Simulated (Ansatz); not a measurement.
## Si₂H₃Cl: a changed input and its effect

System: Si₂H₃Cl.
Method of run 1: RKS r2SCAN-D4/def2-TZVPP (Ansatz 0.2.0).

The geometry: displaced from a GFN2-xTB structure. Text and figures count atoms from 1; the logs count them from 0 in places.

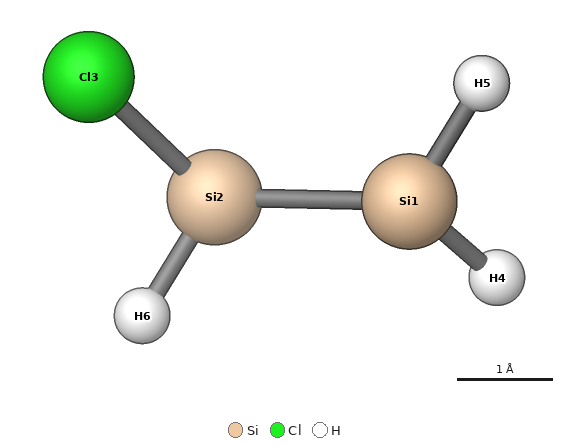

**Figure 1.** The structure (ball-and-stick view, seen at a tilt; atoms are numbered from 1 in the order of the input). Bond lengths as drawn: Cl–Si 2.06 Å, H–Si 1.46 to 1.48 Å and Si–Si 2.20 Å.

**Input, run 1**
```yaml
crystal:
  periodic: [false, false, false]
  atoms:
    - {symbol: Si, position_ang: [-0.493100, 0.349500, -0.976100]}
    - {symbol: Si, position_ang: [0.313300, -0.478900, 0.899500]}
    - {symbol: Cl, position_ang: [1.884000, 0.536900, 1.752100]}
    - {symbol: H, position_ang: [-1.717200, -0.339100, -1.423600]}
    - {symbol: H, position_ang: [-0.846300, 1.780400, -1.099700]}
    - {symbol: H, position_ang: [0.871300, -1.830500, 0.852200]}
basis:
  gaussian: {orbitals: def2-TZVPP}
hamiltonian: {xc: r2scan, dispersion: d4}
output: {forces: true}
```

Hardware: 4 CPU threads, shared host.

**Output (run 1)**
```
Functional definition: r2SCAN
  parameter k0 = 0.174
  parameter k1 = 0.065
  parameter a1 = 4.9479
  exchange = r2scan_x(k0 = k0, k1 = k1, a1 = a1)
  correlation = r2scan_c
1047 factors; their error is unknown
mean field evaluation 1: about -28323.6360 eV, gradient 1.8e1 eV
mean field evaluation 2: about -28322.7173 eV, gradient 2.2e1 eV
mean field evaluation 4: about -28324.7183 eV, gradient 2.4e0 eV
mean field evaluation 8: about -28324.6922 eV, gradient 1.8e-1 eV
mean field evaluation 16: about -28324.6923 eV, gradient 4.7e-5 eV
mean field -28324.69227843 eV, -1040.9132420662 hartree, gradient 4.7e-5 eV, S^2 0.000000; 0 other end points of the search recorded, 0 dependent functions left out
the calculation of the forces begins
reference -28324.69228988 eV, -1040.9132424870 hartree; 24, 24 occupied and 144, 144 virtual orbitals, 1047 factors
Total energy: -28324.72831086 eV, -1040.9145662339 hartree
Atom 0 at    -0.493100     0.349500    -0.976100 Å, force    -0.150918     0.021564    -0.167920 eV/Å
Atom 1 at     0.313300    -0.478900     0.899500 Å, force     0.360340     0.378790    -0.093419 eV/Å
Atom 2 at     1.884000     0.536900     1.752100 Å, force     0.015020     0.281952     0.196145 eV/Å
Atom 3 at    -1.717200    -0.339100    -1.423600 Å, force    -0.157130    -0.361628    -0.078354 eV/Å
Atom 4 at    -0.846300     1.780400    -1.099700 Å, force     0.162601     0.252932     0.195616 eV/Å
Atom 5 at     0.871300    -1.830500     0.852200 Å, force    -0.229913    -0.573610    -0.052068 eV/Å
Dipole moment:    -0.146397    -0.095785    -0.106290 e Å
```

For run 2 the input was changed thus:
```diff
-hamiltonian: {xc: r2scan, dispersion: d4}
+correlation: {method: ccsd_t}
```

Predict how the results change.

The total energies belong to different models, so their difference says nothing on which is more stable or more accurate. The largest force goes from 0.620 to 0.571 eV/Å. The dipole moment goes from 0.98 to 1.08 D.

**Output (run 2)**
```
Functional definition: HF
  exchange = exact_x
  correlation = 0
968 factors; integrals over basis functions are off by at most 1.0e-3 eV
mean field evaluation 1: about -28274.2125 eV, gradient 1.5e1 eV
mean field evaluation 2: about -28274.4404 eV, gradient 1.5e1 eV
mean field evaluation 4: about -28275.5913 eV, gradient 2.5e0 eV
mean field evaluation 8: about -28275.6278 eV, gradient 1.8e-1 eV
mean field evaluation 16: about -28274.2124 eV, gradient 1.5e1 eV
mean field -28275.62816159 eV, -1039.1101690293 hartree, gradient 5.8e-6 eV, S^2 0.000000; 0 other end points of the search recorded, 0 dependent functions left out; unrestricted orbitals would lower it
15 core orbitals not correlated: weight in the atoms' cores, before any rotation towards them, 1.000 or more for the frozen orbitals, at most 0.000 for the correlated occupied ones
reference -28275.62816159 eV, -1039.1101690293 hartree; 9, 9 occupied and 144, 144 virtual orbitals, 968 factors
second order -11.64920758 eV of doubles, -0.00000000 eV of singles
cycle   1  -12.53000923 eV  change   -8.8e-1 eV  update   9.6e-2
cycle   2  -12.94164457 eV  change   -4.1e-1 eV  update   3.7e-2
cycle   3  -13.02083576 eV  change   -7.9e-2 eV  update   1.8e-2
cycle   4  -13.01079967 eV  change    1.0e-2 eV  update   6.9e-3
cycle   5  -13.00908316 eV  change    1.7e-3 eV  update   2.6e-3
cycle   6  -13.00941070 eV  change   -3.3e-4 eV  update   1.1e-3
cycle   7  -13.00947509 eV  change   -6.4e-5 eV  update   3.9e-4
cycle   8  -13.00960933 eV  change   -1.3e-4 eV  update   1.8e-4
cycle   9  -13.00961620 eV  change   -6.9e-6 eV  update   6.8e-5
cycle  10  -13.00957355 eV  change    4.3e-5 eV  update   2.6e-5
cycle  11  -13.00957848 eV  change   -4.9e-6 eV  update   1.2e-5
cycle  12  -13.00958529 eV  change   -6.8e-6 eV  update   3.9e-6
perturbative correction -0.63598177 eV, -0.0233718991 hartree
the calculation of the forces begins
Total energy: -28289.27372866 eV, -1039.6116343697 hartree
Atom 0 at    -0.493100     0.349500    -0.976100 Å, force    -0.332141     0.146942    -0.402674 eV/Å
Atom 1 at     0.313300    -0.478900     0.899500 Å, force     0.414224     0.163510     0.119736 eV/Å
Atom 2 at     1.884000     0.536900     1.752100 Å, force     0.083535     0.338792     0.217644 eV/Å
Atom 3 at    -1.717200    -0.339100    -1.423600 Å, force    -0.086729    -0.335862    -0.067522 eV/Å
Atom 4 at    -0.846300     1.780400    -1.099700 Å, force     0.194987     0.181915     0.208999 eV/Å
Atom 5 at     0.871300    -1.830500     0.852200 Å, force    -0.273876    -0.495297    -0.076184 eV/Å
Dipole moment:    -0.159331    -0.099298    -0.122883 e Å
```

**The two runs side by side**

| quantity | run 1 | run 2 |
| --- | --- | --- |
| outcome | converged | converged |
| total energy (hartree) | −1040.914566 | −1039.611634 |
| dipole moment (D) | 0.98 | 1.08 |
| largest force (eV/Å) | 0.620 | 0.571 |
| basis functions | 168 | 168 |
| wall time (shared host) | 1.1 s | 29 s |
